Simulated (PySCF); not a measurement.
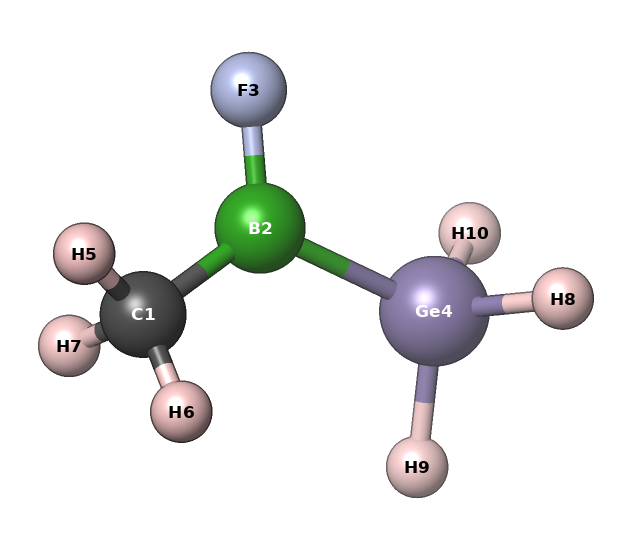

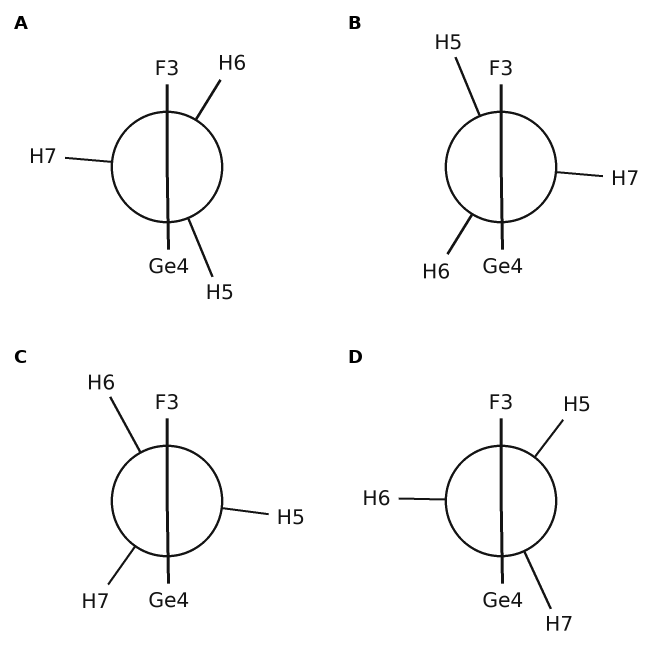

Atoms fade into the background with distance from the viewer. Bonds that would overlap in a projection are set slightly apart. The computed structure is the end point of a PBE0-D3(BJ)/def2-SVP optimisation. No frequency run is at hand to confirm it as a minimum.

> Which Newman projection shows the view along B2–C1, with B2 in front?

B. The torsion angle Ge4–B2–C1–H5 is 158°, antiperiplanar (anti).
